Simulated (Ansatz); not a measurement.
# BrFGe: geometry optimisation in Python

A script is to give a geometry optimisation; the system is BrFGe. SMILES: [F][Ge][Br].

Computed with Ansatz 0.2.0, driven from Python. Level of theory: B3LYP+D4/def2-SVP.

### 1 The system

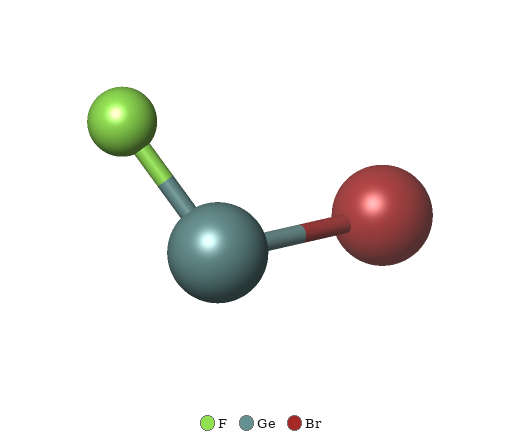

The structure that the script starts from, seen from a chosen angle (fluorine green, germanium teal, bromine red).

The script reads brfge.xyz:

```xyz
3

F    -0.82120    1.26300   -0.32070
Ge   -0.59050   -0.42770   -0.36660
Br    1.40070   -0.90010    0.67410
```

### 2 The code

Contents of brfge_opt.py:

```python
"""Relax the BrFGe molecule."""

import ansatz
import numpy as np
import pandas as pd

system = ansatz.Crystal.molecule_from_extxyz("brfge.xyz")

job = system.calculation()
job = job.basis(gaussian="def2-SVP").functional("B3LYP", dispersion="d4")
symbols = [site.symbol for site in system.cartesian_sites]
start = np.array([site.position_ang for site in system.cartesian_sites], dtype=float)
def progress(event):
    if event["event"] == "relax_step":
        row = event["data"]
        print(f"step {row['step']:3d}  E = {row['lagrangian_ev']:.6f} eV  max force {row['allowed_force_max_ev_ang']:.4f} eV/A")


data = job.relax(force_tolerance=0.01).session().plan().execute(on_event=progress).report
end = np.array(data["positions_ang"])

print("reference energy %16.6f eV" % data["reference_energy_ev"])
print("total energy     %16.6f eV" % data["free_energy_ev"])
print("occupied (up, down):", data["n_occupied"], " virtual:", data["n_virtual"], " frozen:", data["n_frozen"])

print("bond        before    after (A)")
for i, j in [(0, 1), (1, 2)]:
    d0, d1 = (np.linalg.norm(xyz[i] - xyz[j]) for xyz in (start, end))
    print(f"{symbols[i]}{i}-{symbols[j]}{j}".ljust(10), f"{d0:8.4f} {d1:8.4f}")
for i, j, k in [(0, 1, 2)]:
    u, v = end[i] - end[j], end[k] - end[j]
    print(f"angle {symbols[i]}{i}-{symbols[j]}{j}-{symbols[k]}{k}: {np.degrees(np.arccos(np.clip(u @ v / np.linalg.norm(u) / np.linalg.norm(v), -1, 1))):.2f} deg")

charges = data["charge_distribution"]
table = pd.DataFrame({"atom": symbols, "mulliken": charges["mulliken_charges_e"], "lowdin": charges["lowdin_charges_e"]})
print(table.round(3).to_string())
print("dipole (e A):", np.round(charges["dipole_moment_e_ang"], 4) + 0.0)
```

### 3 The calls as engine input

The package turns the script's settings into the engine's input:

```yaml
crystal:
  periodic: [false, false, false]
  atoms:
    - { symbol: F, position_ang: [-0.8212, 1.263, -0.3207] }
    - { symbol: Ge, position_ang: [-0.5905, -0.4277, -0.3666] }
    - { symbol: Br, position_ang: [1.4007, -0.9001, 0.6741] }
basis:
  gaussian:
    orbitals: def2-SVP
hamiltonian:
  xc: b3lyp
  dispersion: d4
relax:
  f_tol: 0.01
```

### 4 Running it

The run is started by

```
$ python brfge_opt.py
```

Log:

```text
step   1  E = -129267.742402 eV  max force 1.7419 eV/A
step   2  E = -129267.786712 eV  max force 0.6847 eV/A
step   3  E = -129267.865098 eV  max force 0.2161 eV/A
step   4  E = -129267.868263 eV  max force 0.0471 eV/A
step   5  E = -129267.868473 eV  max force 0.0050 eV/A
reference energy   -129267.751271 eV
total energy       -129267.868665 eV
occupied (up, down): [38, 38]  virtual: [40, 40]  frozen: 0
bond        before    after (A)
F0-Ge1       1.7070   1.7583
Ge1-Br2      2.2959   2.3694
angle F0-Ge1-Br2: 99.60 deg
  atom  mulliken  lowdin
0    F    -0.373  -0.055
1   Ge     0.636   0.026
2   Br    -0.263   0.030
dipole (e A): [-0.2951 -0.2935 -0.1912]
```

It took 14 s on 1 thread of Arm Neoverse V2, shared host; peak memory 0.28 GiB.

Lines on the test bed's own set-up are left out of the output.

### 5 The run's own record

From the engine's report, whether the script printed it or not:

| item | value |
| --- | --- |
| SCF cycles in all | 60 |
| orbitals | 78 |
| total energy (eV) | -129267.86866 |

### 6 The relaxation, step by step

The steps of the relaxation:

| step | energy from step 1 (eV) | largest force component (eV/Å) |
| --- | --- | --- |
| 1 | 0.0000 | 1.7419 |
| 2 | -0.0443 | 0.6847 |
| 3 | -0.1227 | 0.2161 |
| 4 | -0.1259 | 0.0471 |
| 5 | -0.1261 | 0.0050 |

Step 1 is the start.

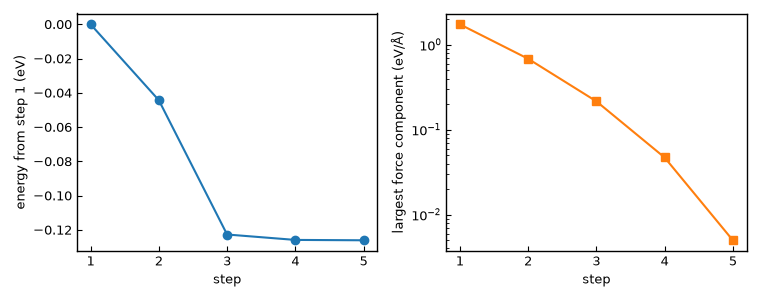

Energy and largest force along the relaxation.

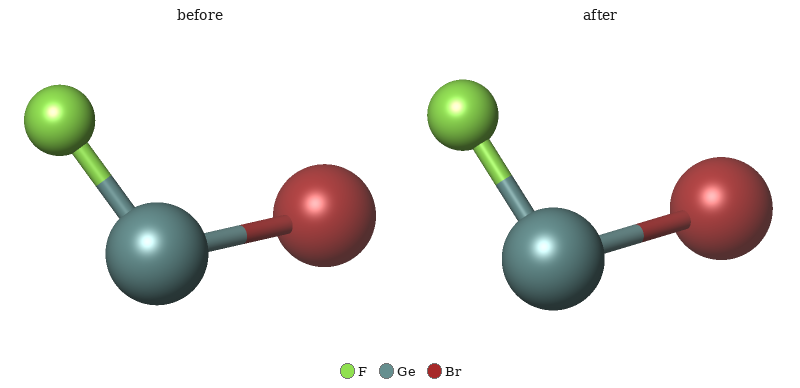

The structure before (left) and after (right) the relaxation, drawn at the same scale.

Before: Bond lengths: F1–Ge2 1.707 Å, Ge2–Br3 2.296 Å. Angles: F1–Ge2–Br3 108.0°.

After: Bond lengths: F1–Ge2 1.758 Å, Ge2–Br3 2.369 Å. Angles: F1–Ge2–Br3 99.6°.

### 7 Outcome

| quantity | value |
| --- | --- |
| total energy | -129267.8687 eV |
| dipole moment | 2.20 D |
| moves of the relaxation | 4 |
| energy gained | 0.126 eV |
| last largest force component | 0.0050 eV/Å |

In words: The relaxation took 4 moves; the largest shift is 0.101 Å, of atom 2 (Ge). The end point is the stationary point reached from this start; no frequency run checks that it is a minimum, and the basis set is modest. The Löwdin charges here are taken after orthogonalising the functions within each atom; they differ from plain Löwdin charges, and their signs can be unphysical. Total less reference energy is the dispersion correction. b3lyp holds the VWN-RPA fit, as in Gaussian; the form of ORCA and Turbomole is b3lyp5.
